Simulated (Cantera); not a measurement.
Input: 1 mol SiHCl3, 0.44 mol N2, 0.89 mol H2, held at 1.33 mbar.

Method: chemical equilibrium by Gibbs-energy minimisation in Cantera with the NASA 1993 tables (ideal gas, pure condensed phases). Candidate condensed phases: NH4Cl, Si, Si3N4; 28 gas species. The tables' values for SiCl3, SiCl, SiN are old estimates; treat these amounts as uncertain. The numbers say what is thermodynamically allowed, not how fast it happens.

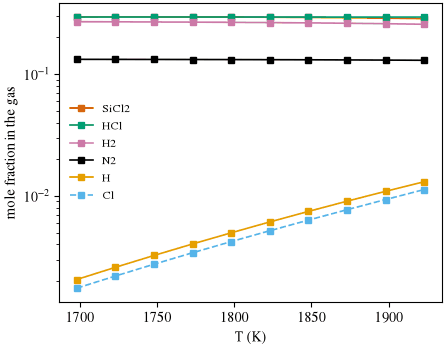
Fig. 1. Equilibrium gas composition (values under 1e-9 drawn at 1e-9)

From 1698 K to 1923 K nothing is condensed. The main Si-bearing gas is SiCl2 throughout.
